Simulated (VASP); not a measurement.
Band structure of CdSe (relaxed from the NiAs type structure, space group P6_3/mmc). Level of theory: PBE GGA, VASP's PBE PAW potentials (set 64) (plane waves; VASP).

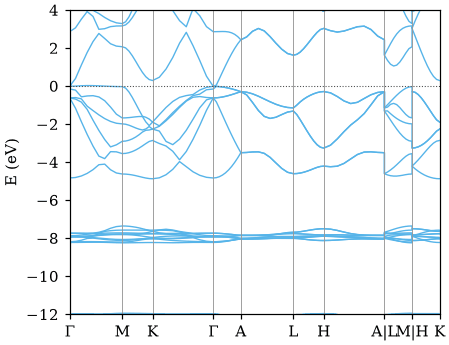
Figure. Bands along high-symmetry lines, zero at the valence-band maximum or, without a gap, the Fermi level

Q: Read the plot: is there a gap, and where are the band edges?

A: It has no gap at this level: it comes out as a metal or semimetal. (Edges off the drawn lines would not show.)

The structure was generated: CdSe was put into the NiAs type type (P6_3/mmc), which need not be its known phase. It was relaxed first, which changed the volume by +7 %.
